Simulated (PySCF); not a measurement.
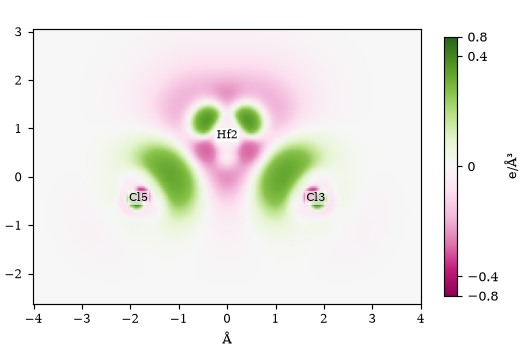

Cl$_{4}$Hf, SMILES `Cl[Hf](Cl)(Cl)Cl`. Deformation density (molecule less spherical, spin-averaged free atoms) in the plane of Hf2, Cl3 and Cl5; colour scale in e/Å³, logarithmic beyond ±0.1; green: gain, pink: loss.

Method: PBE/def2-TZVP; geometry: GFN2-xTB; program: PySCF. Core potentials replace the inner electrons of Hf; spin–orbit coupling isn't included. This is a single-reference result, which may miss multireference character in this system. No frequency check shows the geometry to be a minimum. GFN2-xTB bond lengths at metals and heavier atoms can be off by up to 0.1 Å and shapes distorted, which carries into these values.

Input script:

```python
import numpy as np
from pyscf import gto, scf, dft
from pyscf.scf import atom_ks, atom_hf
from scipy.linalg import block_diag

def solve(mol, dm0=None, hcore=None):
    mf = (dft.UKS if mol.spin else dft.RKS)(mol, xc='pbe')
    mf.grids.level = 3
    mf = mf.density_fit(auxbasis='def2-universal-jkfit')
    mf.conv_tol, mf.max_cycle = 1e-8, 80
    if hcore is not None:
        mf.get_hcore = lambda *args: hcore
    mf.kernel(dm0)
    if not mf.converged:
        mf = mf.newton().run(mf.mo_coeff, mf.mo_occ, max_cycle=30)
    assert mf.converged, 'SCF not converged'
    return mf

mol = gto.M(atom='''
Cl     1.29619    -0.99529    -1.53757
Hf    -0.00014    -0.00001     0.00010
Cl     1.29617     0.99530     1.53739
Cl    -1.29590    -1.53831     0.99463
Cl    -1.29588     1.53834    -0.99486
''', basis='def2-tzvp', ecp={'Hf': 'def2-tzvp'}, charge=0, spin=0, verbose=4)
mf = solve(mol)
mf.analyze()
# spherically averaged free atoms, for the promolecule
atom_ks.AtomSphAverageRKS.init_guess_by_vsap = lambda self, mol=None: self.init_guess_by_minao(mol)  # core potentials
atm = atom_ks.get_atm_nrks(mol, xc='pbe')
pro = block_diag(*[(atm[a[0]][2] * atm[a[0]][3]) @ atm[a[0]][2].T for a in mol._atom])
np.savez('result.npz', e=mf.e_tot, c=mf.mo_coeff, occ=mf.mo_occ, eps=mf.mo_energy, pro=pro, dip=mf.dip_moment(verbose=0), s2=mf.spin_square()[0])
```

Launched as:

```sh
OMP_NUM_THREADS=1 python input.py
```

The run took 25 s on 1 thread of Intel(R) Xeon(R) Platinum 8259CL CPU @ 2.50GHz (Skylake/Cascade Lake), with other jobs on the host, peak memory 0.63 GiB.

Partitions, critical points and surface values were worked out afterwards from this run's density.

### How much density has each bond in this plane gained at its critical point, relative to the free atoms?

Hf2–Cl3 and Hf2–Cl5: +0.10 e/Å³ at the bond critical point (bond length 2.24 Å, Mayer order 1.2). In all, 1.0 electrons gather in the regions of gain relative to the promolecule. A small or negative value marks a very polar bond, one between electron-rich atoms, whose free-atom densities already overlap strongly, a long bond to a heavier atom, or a closed-shell contact such as a hydrogen bond.

### Where do the Hirshfeld charges lie?

The highest Hirshfeld charge is on Hf2 (+0.52 e), the lowest on Cl1, Cl3, Cl4 and Cl5 (−0.13 e).

```
atom  charge (e)
 Cl1       −0.13
 Hf2       +0.52
 Cl3       −0.13
 Cl4       −0.13
 Cl5       −0.13
```
